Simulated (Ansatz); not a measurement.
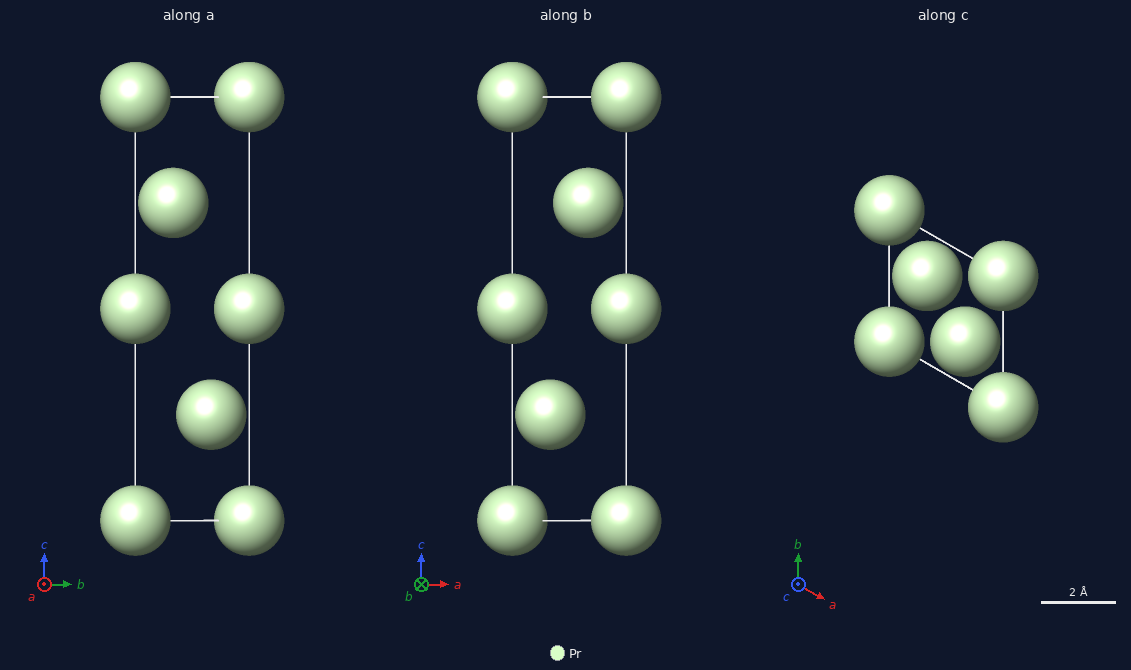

The image is a spheres-only drawing of a crystal, viewed along the a axis, along the b axis and along the c axis. One conventional unit cell is framed, with atoms on its boundary repeated.

The box has a = 3.57 Å, b = 3.57 Å, c = 11.52 Å, α = 90.00°, β = 90.00°, γ = 120.00°.

The composition is Pr.

### Give the space group.

P6_3/mmc (No. 194), with Pr on 2a and Pr on 2c.

### Which known structure type is this?

Double hexagonal close-packed (α-La type).

The cell started as a structure type known for this element. Earlier steps of the study may have refined or changed the cell and positions. Ansatz was used for an electronic-structure calculation on it.

At this level of theory the cell isn't at rest (stretched, at -6 GPa), so its distances can differ from those at equilibrium, the more so the softer the solid.
